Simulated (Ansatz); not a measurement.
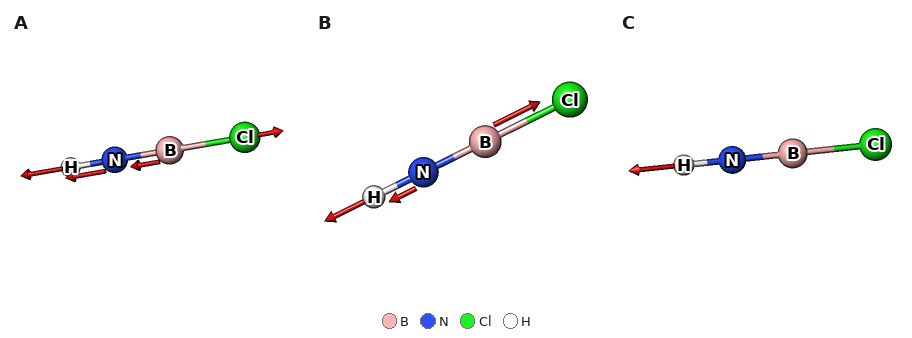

3 normal modes of one molecule or complex, as arrows. Harmonic vibrations computed with RKS PBE0-D4/def2-TZVP (Ansatz 0.2.0) at a stationary point of the same level.

> Match the panels to the wavenumbers 696 cm⁻¹, 2033 cm⁻¹, 3906 cm⁻¹.

A: 696 cm⁻¹, B–Cl stretching
B: 2033 cm⁻¹
C: 3906 cm⁻¹, N–H stretching
